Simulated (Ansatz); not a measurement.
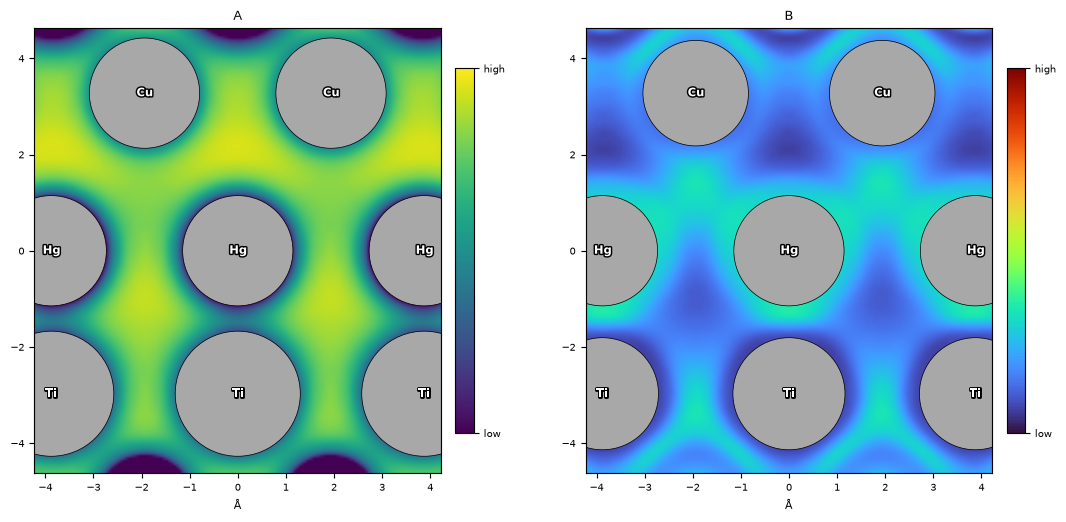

Ti2CuHg3: 2 fields on the (010) plane of the conventional cell, with unlabelled colour scales. Grey discs cover the atomic cores.

Space group P-4m2; built by placing these elements on a known structure type; not relaxed (largest force 0.4 eV/Å); computed pressure about −5 GPa in this cell; not the lowest SCF solution found, which lies 4 meV/atom lower.

The calculation used Ansatz, DFT, PAW plane waves, PBE, spin-orbit.

**The panels show electron localisation function and electrostatic potential energy of an electron in some order. Assign them.**

Panel A: electrostatic potential energy of an electron (low next to the atoms, rising into the space between them). Panel B: electron localisation function. From the grid: Ti–Hg (2.97 Å): the ELF is about 0.25 at the midpoint (no shared electron pair shows on this line).
